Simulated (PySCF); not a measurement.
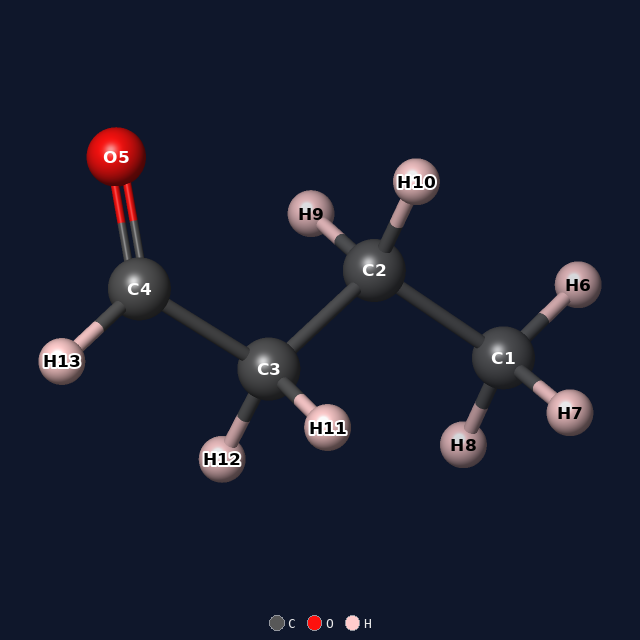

The geometry was computed by an optimisation with PBE0-D3(BJ)/def2-TZVP. No frequency run is at hand to confirm it as a minimum. Method: GIAO ωB97X-D/pcSseg-2 NMR shielding, non-relativistic, gas phase (PySCF 2.14.0), and the same with a continuum solvent (IEF-PCM, Bondi radii x 1.2, gas-phase geometry).

How do dipole (D), HOMO–LUMO gap (eV), σ(O5) (ppm), σ(C4) (ppm), σ(H11) (ppm) change in chloroform (ε = 4.7)?

```json
{"medium": "gas phase", "dipole (D)": "2.75", "HOMO–LUMO gap (eV)": "10.63", "σ(O5) (ppm)": "−351.8", "σ(C4) (ppm)": "−26.8", "σ(H11) (ppm)": "29.23"}
{"medium": "chloroform", "dipole (D)": "3.40", "HOMO–LUMO gap (eV)": "10.71", "σ(O5) (ppm)": "−307.9", "σ(C4) (ppm)": "−33.5", "σ(H11) (ppm)": "28.98"}
```
